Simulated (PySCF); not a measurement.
Input

```
mol = gto.M(atom='''
Re    -0.03576     0.46985     1.81809
Re    -0.03576    -0.46985    -1.81809
O     -0.03941    -0.00000    -0.00000
O     -1.28026     1.56658     2.14646
O     -1.28026    -1.56658    -2.14646
O      1.43571     1.18890     2.23835
O     -0.25842    -0.90065     2.78328
O     -0.25842     0.90065    -2.78328
O      1.43571    -1.18890    -2.23835''',
    basis={'Re': 'def2-SVP', 'O': 'def2-SVP'},
    ecp={'Re': 'def2-SVP'},
    charge=0, spin=0)
mf = dft.RKS(mol, xc='PBE0')
mf.grids.atom_grid = (75, 302)  # f atoms: at least (60, 302), unpruned
mf = mf.density_fit()  # Re def2-universal-JKFIT, O def2-universal-JKFIT
mf.conv_tol = 1e-09; mf.max_cycle = 55
mf.kernel(dm0)
```

Launched as:

```sh
OMP_NUM_THREADS=4 python run.py
```

Core potentials replace the inner electrons of Re.

Method: PySCF, RKS PBE0, Re def2-SVP with ECP60, O def2-SVP; non-relativistic Hamiltonian with scalar-relativistic core potentials where named; density fitting.

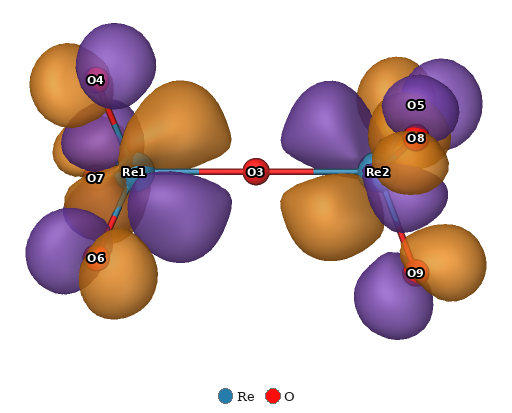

O$_{7}$Re$_{2}$ (Re2(O)3(O)4). The LUMO at ±0.08 Å⁻³ᐟ² (orange and purple are the two phases), seen from one side.

> Where does this orbital lie, and at what energy?

It lies mainly on Re1 (about 25 %), Re2 (about 25 %), O4 (about 5 %), O5 (about 5 %), O7 (about 5 %), O6 (about 5 %), O8 (about 5 %) and O9 (about 5 %). It is one of a degenerate set, so its orientation is arbitrary. Its energy is −3.93 eV.
